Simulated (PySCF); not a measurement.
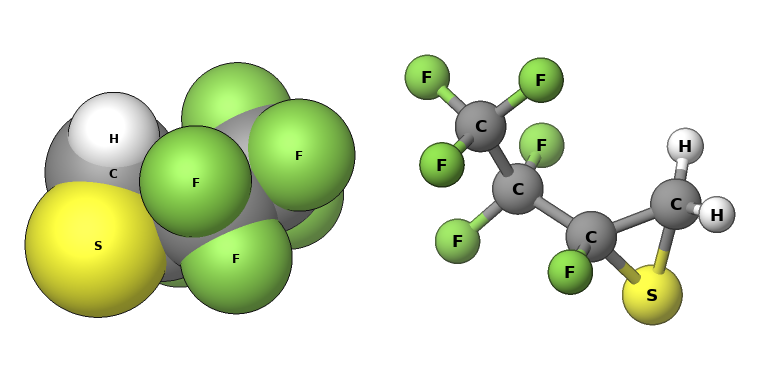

The same structure drawn twice, from different directions.

The geometry was computed by an optimisation with PBE0-D3(BJ)/def2-SVP. No frequency run is at hand to confirm it as a minimum.

Identify the structure.

The molecule is C4H2F6S. SMILES: `FC(F)(F)C(F)(F)[C@]1(F)CS1`. Independent rings (smallest set): 1 of 3 members. Among its groups: thioether, C–F bond. This geometry has C1 symmetry. Coordination, clear cases only: 2 C tetrahedral.

The parts below concern this one geometry. Atoms keep their numbers from picture to picture.

Geometry

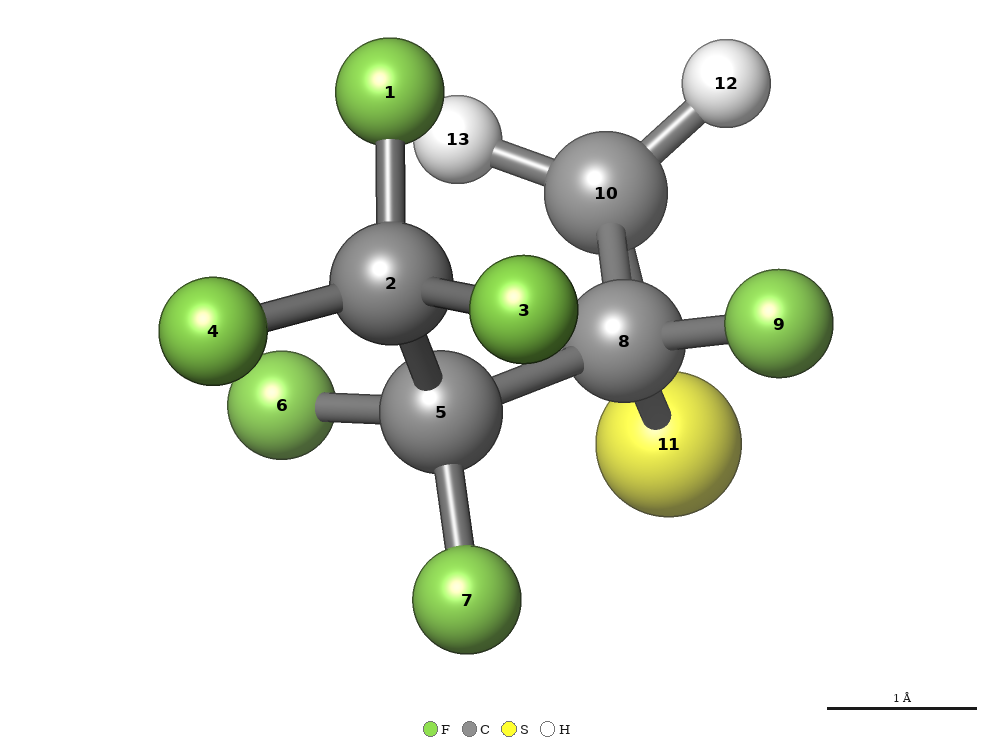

No frequency run is at hand to confirm it as a minimum.

What are the angles C2–C5–C8, F3–C2–F4, C5–C8–F9, C5–C8–C10, C5–C8–S11, F6–C5–F7, F7–C5–C8, C8–C10–S11, C8–C10–H12, C8–C10–H13, F9–C8–S11, C10–C8–S11?

```
     angle  degrees
  C2–C5–C8    113.3
  F3–C2–F4    108.8
  C5–C8–F9    109.9
 C5–C8–C10    120.6
 C5–C8–S11    117.5
  F6–C5–F7    109.0
  F7–C5–C8    110.2
C8–C10–S11     64.6
C8–C10–H12    115.5
C8–C10–H13    118.8
 F9–C8–S11    118.4
C10–C8–S11     67.2
```

Levels of theory compared

No frequency run is at hand to confirm it as a minimum. Program: PySCF 2.14.0.

Tabulate dipole (D) at these levels: B3LYP/def2-SVPD; B3LYP/def2-SVPD in benzene (IEF-PCM); B3LYP/def2-SVPD in chloroform (IEF-PCM); PBE0/pcSseg-1 in benzene (IEF-PCM); PBE0/pcSseg-1 in chloroform (IEF-PCM).

```json
{"level": "B3LYP/def2-SVPD", "dipole (D)": "2.20"}
{"level": "B3LYP/def2-SVPD in benzene (IEF-PCM)", "dipole (D)": "2.48"}
{"level": "B3LYP/def2-SVPD in chloroform (IEF-PCM)", "dipole (D)": "2.67"}
{"level": "PBE0/pcSseg-1 in benzene (IEF-PCM)", "dipole (D)": "2.35"}
{"level": "PBE0/pcSseg-1 in chloroform (IEF-PCM)", "dipole (D)": "2.52"}
```

NMR shielding

The questions are on isotropic NMR shieldings of the F atoms. No frequency run is at hand to confirm it as a minimum. Properties computed with GIAO PBE0/pcSseg-1 NMR shielding, non-relativistic, IEF-PCM benzene (PySCF 2.14.0).

Question: Which F atom is the most shielded (lowest chemical shift)?

Answer: F9 (369.1 ppm).

Question: Which F atom is the least shielded (highest chemical shift)?

Answer: F3 (268.1 ppm).

Question: How wide is the range of F shifts?

Answer: 101.0 ppm.

List the isotropic NMR shieldings of the F atoms.

| atom | σ (ppm) |
| --- | --- |
| F1 | 270.7 |
| F3 | 268.1 |
| F4 | 274.1 |
| F6 | 315.2 |
| F7 | 318.7 |
| F9 | 369.1 |

Excitation

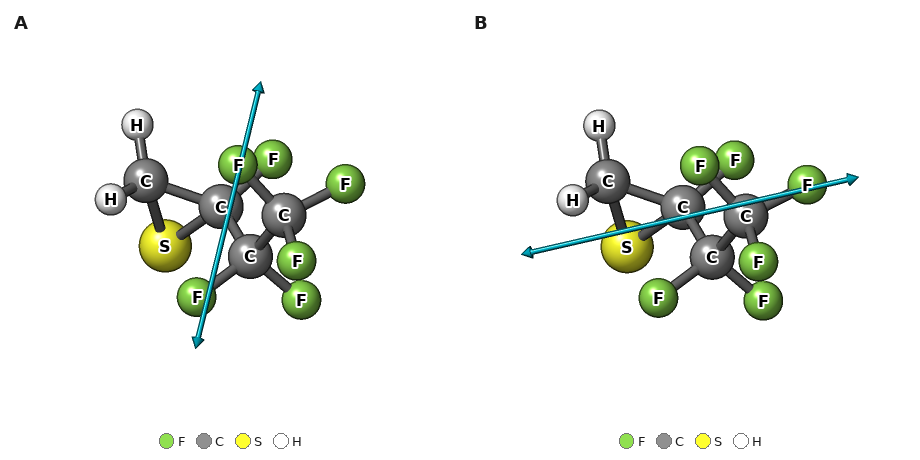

The double arrows show the directions of two transition dipoles from the ground state (lengths mean nothing). No frequency run is at hand to confirm it as a minimum. Properties computed with TDDFT B3LYP/def2-SVPD, vertical, gas phase, core orbitals frozen in the response (PySCF 2.14.0).

Question: One belongs to singlet state 4 and one to singlet state 5. Which is which?

Answer: A: state 4, 7.07 eV (175 nm), oscillator strength 0.017, mainly HOMO → LUMO+2 (weight 0.52).
B: state 5, 7.50 eV (165 nm), oscillator strength 0.028, of mixed character, with the largest part HOMO−1 → LUMO (weight 0.41).
